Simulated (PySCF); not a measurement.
SMILES O(CC(OC(=O)[CH2])C)C (C₆H₁₁O₃), doublet at its GFN2-xTB optimised geometry (Å):

```
20

C     -3.5314     1.1349     1.8014
C     -2.1111     1.2572     1.7956
O     -1.4879     2.2183     2.2145
O     -1.5177     0.1677     1.2548
C     -0.0925     0.1510     1.2436
C      0.4319     0.8642     0.0000
C      0.3394    -1.3125     1.2980
O      0.1428    -1.7944     2.6042
C      0.4610    -3.1545     2.7416
H     -3.9981     0.2580     1.3950
H     -4.1249     1.9288     2.2135
H      0.2625     0.6654     2.1461
H      0.0706     0.3657    -0.8966
H      0.0815     1.8932     0.0000
H      1.5177     0.8642     0.0000
H     -0.2578    -1.8932     0.5788
H      1.4011    -1.3933     1.0172
H      0.2767    -3.4128     3.7821
H      1.5146    -3.3429     2.4985
H     -0.1660    -3.7788     2.0926
```

Level of theory: unrestricted CAM-B3LYP/def2-SVP (PySCF). Cells within 0.4 Å of a nucleus heavier than hydrogen are left out (blank, or x).

Map of the electrostatic potential (hartree/e), clipped to [-0.08, 0.12] on the plane z = 0.0 Å:

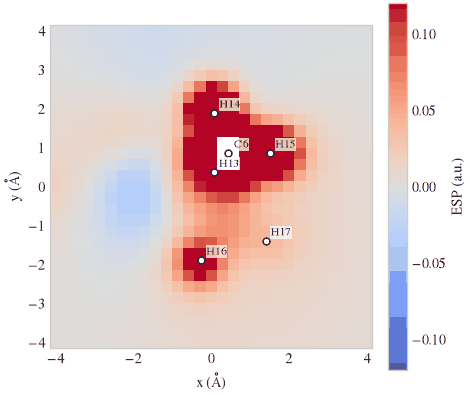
*Electrostatic potential (hartree/e), clipped to [-0.08, 0.12] on the plane z = 0.0 Å.*
